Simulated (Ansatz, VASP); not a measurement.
# InP in two plane-wave programs

Aim: how closely do two programs agree when they are given the same cell, functional and k mesh?

Method: plane waves, with VASP 6.6.1 beside it; single point at LDA, in Ansatz 0.2.0.

### 1. The starting structure

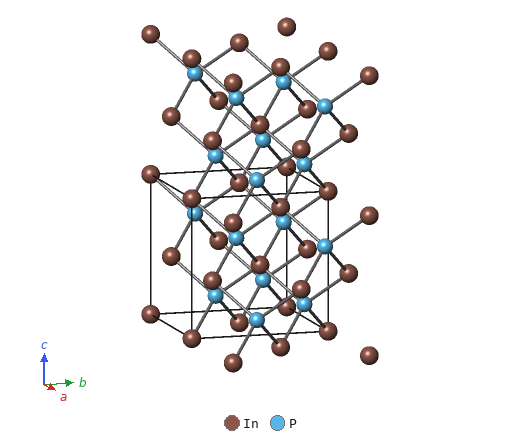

The cell as given, slightly off an axis (indium brown, phosphorus blue). 2×1×2 cells are drawn. This picture shows the conventional cell, with its axes. Bonds to atoms that aren't drawn are left out. Some periodic images of atoms are drawn too.

### 2. VASP: single point, LDA

A single point gives forces, pressure and levels at one fixed geometry, so differences don't come from the geometry; what else differs is listed under the comparison.

Lines of VASP's logs that name or quote its potential files are left out, and so is its time.

Input file INCAR:

```
SYSTEM = InP
PREC = Accurate
ENCUT = 400
EDIFF = 1E-06
NELM = 100
ISMEAR = -1
SIGMA = 0.05
LREAL = .FALSE.
ALGO = Normal
GGA = CA
NBANDS = 15
LORBIT = 11
LWAVE = .FALSE.
LCHARG = .FALSE.
KPAR = 2
ISIF = 2
```

Input file POSCAR:

```
InP
1.0
    0.0000000000      2.9343500000      2.9343500000
    2.9343500000      0.0000000000      2.9343500000
    2.9343500000      2.9343500000      0.0000000000
In P
1 1
Direct
    0.0000000000      0.0000000000      0.0000000000
    0.2500000000      0.2500000000      0.2500000000
```

Input file KPOINTS:

```
Automatic mesh
0
Gamma
6 6 6
0 0 0
```

The projector-augmented-wave data sets are In_d and P (LDA family, release 64).

Launch:

```
$ mpirun -np 2 vasp_std
```

Numbers of over 12 decimals in the logs are rounded to 6 here.

Output:

```text
[banner, memory and clock lines left out]
running    2 mpi-ranks, on    1 nodes
 distrk:  each k-point on    1 cores,    2 groups
 distr:  one band on    1 cores,    1 groups

 POSCAR found type information on POSCAR InP
 POSCAR found :  2 types and       2 ions
 LDA part: xc-table for (Slater(with rela. corr.)+CA(PZ))
 , standard interpolation
 POSCAR, INCAR and KPOINTS ok, starting setup
 FFT: planning ... GRIDC
 FFT: planning ... GRID_SOFT
 FFT: planning ... GRID
 WAVECAR not read
 entering main loop
       N       E                     dE             d eps       ncg     rms          rms(c)
DAV:   1     0.999216756821E+02    0.99922E+02   -0.72406E+03   487   0.110E+03
DAV:   2    -0.374668340014E+01   -0.10367E+03   -0.99029E+02   536   0.267E+02
DAV:   3    -0.992149835093E+01   -0.61748E+01   -0.61490E+01   627   0.711E+01
DAV:   4    -0.100872415792E+02   -0.16574E+00   -0.16571E+00   618   0.129E+01
DAV:   5    -0.100932874600E+02   -0.60459E-02   -0.60458E-02   706   0.191E+00    0.576E+00
DAV:   6    -0.970233081661E+01    0.39096E+00   -0.61031E-01   778   0.134E+01    0.345E+00
DAV:   7    -0.966061555712E+01    0.41715E-01   -0.14668E-01   682   0.317E+00    0.117E+00
DAV:   8    -0.965532817661E+01    0.52874E-02   -0.13231E-02   653   0.140E+00    0.361E-01
DAV:   9    -0.965511263249E+01    0.21554E-03   -0.10960E-03   655   0.406E-01    0.172E-01
DAV:  10    -0.965514345080E+01   -0.30818E-04   -0.14548E-04   741   0.136E-01    0.109E-01
DAV:  11    -0.965514839082E+01   -0.49400E-05   -0.26262E-05   748   0.797E-02    0.619E-02
DAV:  12    -0.965514580096E+01    0.25899E-05   -0.52304E-06   648   0.214E-02    0.112E-02
DAV:  13    -0.965514577760E+01    0.23362E-07   -0.37276E-07   373   0.346E-03
   1 F= -.96551458E+01 E0= -.96551092E+01  d E =-.731989E-04
```

From OUTCAR (step 2):

```text
ion  position               nearest neighbor table
   1  0.000  0.000  0.000-   2 2.54   2 2.54   2 2.54   2 2.54
   2  0.250  0.250  0.250-   1 2.54   1 2.54   1 2.54   1 2.54

  LATTYP: Found a face centered cubic cell.
 ALAT       =     5.8687000000

 Subroutine GETGRP returns: Found 24 space group operations
 (whereof 24 operations were pure point group operations)

The static configuration has the point symmetry T_d .

 Found     16 irreducible k-points:

   k-points           NKPTS =     16   k-points in BZ     NKDIM =     16   number of bands    NBANDS=     15

   dimension x,y,z NGX =    28 NGY =   28 NGZ =   28
   dimension x,y,z NGXF=    56 NGYF=   56 NGZF=   56

   ENCUT  =  400.0 eV  29.40 Ry    5.42 a.u.   6.77  6.77  6.77*2*pi/ulx,y,z

   NELECT =      18.0000    total number of electrons

 k-points in reciprocal lattice and weights: Automatic mesh
   0.00000000  0.00000000  0.00000000       0.005
   0.16666667  0.00000000  0.00000000       0.037
   0.33333333  0.00000000  0.00000000       0.037
   0.50000000  0.00000000  0.00000000       0.019
   0.16666667  0.16666667  0.00000000       0.028
   0.33333333  0.16666667  0.00000000       0.111
   0.50000000  0.16666667  0.00000000       0.111
  -0.33333333  0.16666667  0.00000000       0.111
  -0.16666667  0.16666667  0.00000000       0.056
[...]
-0.33333333  0.33333333  0.16666667       0.111
  -0.33333333  0.50000000  0.16666667       0.056

 average (electrostatic) potential at core
       1 -95.2737       2 -84.0395

 E-fermi :   5.2435

 k-point     1 :       0.0000    0.0000    0.0000
  band No.  band energies     occupation
    ...
      5      -9.0613      2.00000
      6      -6.5469      2.00000
      7       4.9727      1.99116
      8       4.9727      1.99116
      9       4.9727      1.99116
     10       5.4585      0.02681
     11       8.9305      0.00000
     12       8.9305      0.00000
     13       8.9305      0.00000
     14      13.2312      0.00000
    ...

 k-point     2 :       0.1667    0.0000    0.0000
  band No.  band energies     occupation
    ...
      5      -9.0608      2.00000
      6      -6.2330      2.00000
      7       2.7224      2.00000
      8       4.6617      1.99998
      9       4.6617      1.99998
     10       6.5969      0.00000
     11       9.3156      0.00000
     12       9.3745      0.00000
     13       9.3745      0.00000
     14      13.5302      0.00000
    ...

 k-point     3 :       0.3333    0.0000    0.0000
  band No.  band energies     occupation
    ...
      5      -9.0544      2.00000
      6      -5.4190      2.00000
      7       0.3363      2.00000
      8       4.1837      2.00000
      9       4.1837      2.00000
     10       6.4407      0.00000
     11       9.7238      0.00000
     12       9.7238      0.00000
     13      11.0554      0.00000
     14      13.6062      0.00000
    ...

  Total       -0.4597865     -0.4597865     -0.4597865      0.0000000      0.0000000      0.0000000
  in kB      -14.5781059    -14.5781059    -14.5781059      0.0000000      0.0000000      0.0000000
  external PRESSURE =     -14.5781059 kB  Pullay stress =       0.0000000 kB

  energy-cutoff  :      400.00
  volume of cell :       50.53
      direct lattice vectors                 reciprocal lattice vectors
     0.000000000  2.934350000  2.934350000    -0.170395488  0.170395488  0.170395488
     2.934350000  0.000000000  2.934350000     0.170395488 -0.170395488  0.170395488
     2.934350000  2.934350000  0.000000000     0.170395488  0.170395488 -0.170395488

 POSITION                                       TOTAL-FORCE (eV/Angst)
 -----------------------------------------------------------------------------------
      0.00000      0.00000      0.00000        -0.000000     -0.000000     -0.000000
      1.46717      1.46717      1.46717         0.000000      0.000000      0.000000
 -----------------------------------------------------------------------------------
    total drift:                                0.000000      0.000000     -0.000000

  FREE ENERGIE OF THE ION-ELECTRON SYSTEM (eV)
  ---------------------------------------------------
  free  energy   TOTEN  =        -9.6551457776 eV

  energy  without entropy=       -9.6550725787  energy(sigma->0) =       -9.65510918

 total charge
# of ion       s       p       d       tot
------------------------------------------
    1        0.843   0.781   9.896  11.519
    2        1.034   1.483   0.000   2.517
--------------------------------------------------
tot          1.876   2.264   9.896  14.036

[... 3 further parts left out ...]
```

The run ends at a pressure of -1.46 GPa.

### 3. Ansatz: single point, LDA

Ansatz runs on its default PAW (the set named soft_2) files.

The same cell, functional (in two slightly different forms), mesh and smearing now go to Ansatz, which takes its cutoff from its data sets.

Input file input.yaml:

```yaml
crystal:
  lattice:
    - [0.0, 2.93435, 2.93435]
    - [2.93435, 0.0, 2.93435]
    - [2.93435, 2.93435, 0.0]
  atoms:
    - { symbol: In, position: [0.0, 0.0, 0.0] }
    - { symbol: P, position: [0.25, 0.25, 0.25] }
hamiltonian:
  xc: lda
  pseudopotentials: { kind: paw }
kpoints:
  mp_grid: { grid: [6, 6, 6] }
scf:
  occupations: { method: fermi_dirac, width: 0.05 }
  n_extra_bands: 4
output:
  forces: true
  stress: true
  eigenvalues: true
  write_density: true
  write_potential: true
  elf: true
  volumetric_format: npy
```

Launch:

```
$ ansatz run input.yaml --threads 4 --pin off --max-ram 9216MiB --backend cpu --events-out ev --progress --plain --runs-dir out
```

Output:

```text
scf.n_extra_bands = 4 over 9 filled bands (N_el = 18.0): the run solves 13 bands
Engine: ansatz 0.2.0, aarch64-unknown-linux-gnu
Pseudopotentials: kind: paw
Pseudopotential: In, paw, valence charge 13, recommended cutoff 420 eV (normal), In.paw.azcp
Pseudopotential: P, paw, valence charge 5, recommended cutoff 420 eV (normal), P.paw.azcp
Functional definition: SPW92
  exchange = slater_x
  correlation = pw_c
Crystal: 2 atoms, lattice volume = 50.532 Å³
Basis set: ecut = 420 eV, 965 PW (Γ)
Bands: 13, of which v1, the nominal top of the filled ones, is band 9 counted from 1 (8 counted from 0)
Symmetry: 24 space group operations
Space group: F-43m (ITA 216), of the structure as read, at distance tolerance 3.7e-5 Å
k-points: 16 of 216 (time reversal used)
Non-local potential: In, projectors of the file, l = 0: 2, l = 1: 2, l = 2: 2, l = 3: 2
Non-local potential: P, projectors of the file, l = 0: 2, l = 1: 2, l = 2: 2
PAW form: soft (Blöchl's): semilocal exchange-correlation on the pseudo side does not see the compensation charge
PAW frozen core: In, regenerated for the run's functional, and the local potential with it (the file was generated under x = pbe(κ = 0.804, μ = 0.219515), c = pbe(β = 0.066725))
PAW frozen core: P, regenerated for the run's functional, and the local potential with it (the file was generated under x = pbe(κ = 0.804, μ = 0.219515), c = pbe(β = 0.066725))
PAW one-centre angular grid: In, 590 points (default); XC on 64 Gauss nodes
PAW one-centre angular grid: P, 110 points (default); XC on 64 Gauss nodes
Initial density: superposition of atomic densities (neutral atoms: chi_scale 0, normalization atom), corrected by the library's trained network
Initial wavefunctions: pseudopotential atomic-orbital guess
Functional: x = slater, c = lda
SCF iter   1: F=—  HF=-6183.544896 eV  |F-HF|=—  |Δ(HF+E_count)|=         —  Δρ=7.95e-3  dr2=3.30e-2  ethr=1.77e-3  ⟨swp⟩=6.3  Hψ=1388  notcnv=0
preconditioner: auto → none  [insulator: Δε(μ)=0.397 eV  Ē_g=14.563 eV  σ=0.050 eV  W_gap=0.96  n_scr=14 (ndim 8)  ℏωp=22.2 eV  f_vac=0.021  D(μ)=0.01/eV (n_scr^D=0)  ε∞_Penn≈3.3]
SCF iter   2: F=—  HF=-6183.533588 eV  |F-HF|=—  |Δ(HF+E_count)|=   1.13e-2  Δρ=2.62e-3  dr2=1.96e-3  ethr=1.84e-4  ⟨swp⟩=2.9  Hψ=484  notcnv=0
SCF iter   3: F=—  HF=-6183.533095 eV  |F-HF|=—  |Δ(HF+E_count)|=   4.93e-4  Δρ=8.12e-4  dr2=3.46e-4  ethr=1.09e-5  ⟨swp⟩=2.0  Hψ=369  notcnv=0
SCF iter   4: F=—  HF=-6183.533009 eV  |F-HF|=—  |Δ(HF+E_count)|=   8.57e-5  Δρ=2.68e-4  dr2=2.25e-5  ethr=1.92e-6  ⟨swp⟩=2.9  Hψ=351  notcnv=0
SCF iter   5: F=—  HF=-6183.533004 eV  |F-HF|=—  |Δ(HF+E_count)|=   5.12e-6  Δρ=2.07e-5  dr2=2.05e-7  ethr=1.25e-7  ⟨swp⟩=2.3  Hψ=309  notcnv=0
SCF iter   6: F=-6183.533004 eV  HF=-6183.533004 eV  |F-HF|=1.38e-9  |Δ(HF+E_count)|=   6.70e-9  Δρ=2.68e-6  dr2=2.95e-9  ethr=5.56e-10  ⟨swp⟩=11.4  Hψ=1578  notcnv=0
SCF 1 converged in 6 iterations: F = -6183.533004 eV  dr2 = 2.95e-9
  greatest PAW one-centre occupation: 0.982 electrons in one spin orbital (limit 2), on the In atom at site 0 (counted from 0), in its partial waves of l = 2
SCF converged after 6 iterations
Free energy (F): -6183.533004 eV
Harris-Foulkes:  -6183.533004 eV  (|F-HF|=1.38e-9)
Internal energy: -6183.532911 eV  (E = F + TS)
E sigma→0 (E₀):  -6183.532958 eV
Entropy (-TS):   -0.000093 eV (-0.046 meV/atom)
Fermi energy:    6.955916 eV
--- Per-component energies (eV) ---
  E_band       = -57.625090
  E_kinetic    = 314.289589
  E_local      = -1405.251839  (includes V_loc(G=0)·N_el)
  E_nonlocal   = 405.684078
  E_hartree    = 551.080435
  E_xc         = -274.252609
  E_vxc        = -161.445657  (∫ρ·V_xc dr)
  E_paw        = -4556.377820  (= ΣΔE_a)
  E_vpaw       = -313.060741  (= ΣTr[D̂ρ^β])
  E_aug_tail   = 0.000029  (compensation charges beyond the density's cutoff)
  E_ewald      = -1219.106662
  E_core_change = 0.401888  (= ΣΔE_core)
  E_smearing   = -0.000093  (= −TS)
  E_closure    = 0.000000  (closes the sum)
  Σ components = -6183.533004   (vs F -6183.533004, Δ=0.00e0)
--- Forces (eV/Å), atoms counted from 1 ---
  atom   1  In     0.00000000     0.00000000     0.00000000
  atom   2  P     -0.00000000     0.00000000     0.00000000
  max |Σ_I F_I| component: 9.25e-17 eV/Å
--- Stress (GPa, compression-positive) ---
       -1.466855       0.000000      -0.000000
       -0.000000      -1.466855       0.000000
       -0.000000       0.000000      -1.466855
  P = ⅓ Tr σ = -1.4669 GPa (-14.669 kbar)
--- Band table (eV; the first three rows and the last of 16) ---
  k-point 0: bands = [... 5 lower, -4.8328, 6.6994, 6.6994, 6.6994, 7.1564, 10.6518, 10.6518, 10.6518]
  k-point 1: bands = [... 5 lower, -4.5187, 4.4386, 6.3885, 6.3885, 8.3054, 11.0357, 11.0952, 11.0952]
  k-point 2: bands = [... 5 lower, -3.7048, 2.0534, 5.9104, 5.9104, 8.1492, 11.4455, 11.4455, 12.7790]
  k-point 15: bands = [... 5 lower, -2.3648, 0.9433, 3.8566, 3.8723, 9.8409, 10.1822, 13.3293, 13.6052]
```

Run time: 0.56 s. Hardware: 4 threads of Arm Neoverse V2, shared host; peak memory 0.3 GiB.

The run ends at a pressure of -1.47 GPa.

### 4. Comparison

Known differences besides the PAW data sets themselves: the two LDA forms differ slightly; the cutoff is 420 eV in Ansatz and 400 eV in VASP; Ansatz makes its cores anew for this functional, VASP keeps those of its LDA data sets. Total energies have different zeros and are not compared.

Both answers:

```
              quantity  Ansatz   VASP  difference
        pressure (GPa)   -1.47  -1.46       -0.01
gap on the k mesh (eV)   0.457  0.486      -0.029
```

Ansatz's pressure holds a Pulay correction of 0.04 GPa; VASP's holds none.

### 5. Outcome

```yaml
difference_in_gap_on_the_k_mesh_single_point_lda: -0.029 eV
```

In words: The difference in gap on the k mesh is -0.029 eV (single point, LDA), within the 0.08 eV picked in this series as the mark of a large difference. How closely two codes agree says nothing of how well the functional describes the real material.

[Lines on the potential files, build, host, timing and source positions are cut from VASP's logs without a mark.]

[Logs are printed without paths, hosts, clocks, repeated set-up lines and the standing remarks that a program may print on its own settings, such as how far it seeks lower states.]

[Hosts, paths, dates, database ids (printed as entryN), source tags and the programs' standing remarks are cut or masked in the printed files.]
